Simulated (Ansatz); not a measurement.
```yaml
atoms:
  - { symbol: Cl, position_ang: [-1.7125, 0.8981, 0.8917] }
  - { symbol: N, position_ang: [0.7307, -0.4213, -0.1415] }
  - { symbol: Si, position_ang: [0.3500, 1.1362, 0.4765] }
  - { symbol: Si, position_ang: [1.2818, -1.7855, -0.7353] }
```

Geometry: PBE0-D3(BJ)/def2-SVP.

Theory: isolated molecule in a Gaussian basis; Kohn-Sham density functional theory, functional PBE0 (Ansatz).

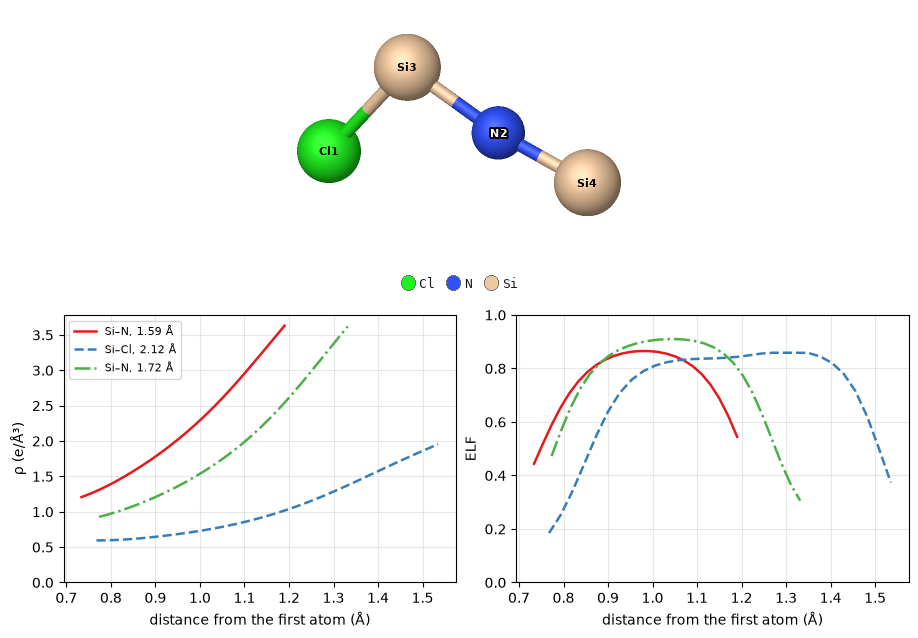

ClNSi2. Electron density and ELF along straight lines between neighbouring atoms. The curves leave out the atomic cores. The structure is drawn too.

Question: What can be read from the curves?

Answer: Si–N (1.59 Å): ρ is about 1.4 e/Å³ halfway; the ELF peaks at about 0.85 between the atoms, as expected for a polar covalent bond.
Si–Cl (2.12 Å): ρ is about 0.8 e/Å³ halfway; the ELF peaks at about 0.85 between the atoms (a polar covalent bond).
Si–N (1.72 Å): ρ is about 1.1 e/Å³ halfway; the ELF peaks at about 0.90 between the atoms, as expected for a shared but strongly polarised pair.
